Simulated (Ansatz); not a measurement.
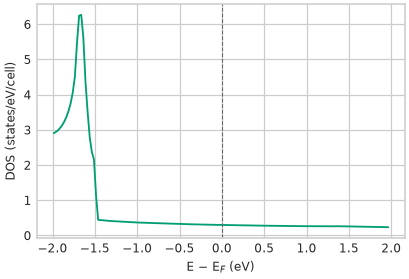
*Density of states of Cu (Fm-3m) near the Fermi level, PBEsol, rigid bands run with Ansatz (an electronic-structure program).*

With 1 atom a cell, what bare Sommerfeld coefficient γ = (π²/3) k_B² N(E_F) follows?

N(E_F) ≈ 0.30 states/eV a cell at 300 K, so γ ≈ 0.70 mJ/(mol of atoms·K²), before many-body enhancement (phonons, spin fluctuations, correlation).

How far does the Fermi level move in a rigid band for 0.1 electron a cell added or removed?

343 meV and -326 meV.

A metal at this level (no band gap); rigid bands, thermally averaged at 300 K, both spins. Spin-orbit coupling is left out. Geometry: cell and atoms relaxed with PBEsol.
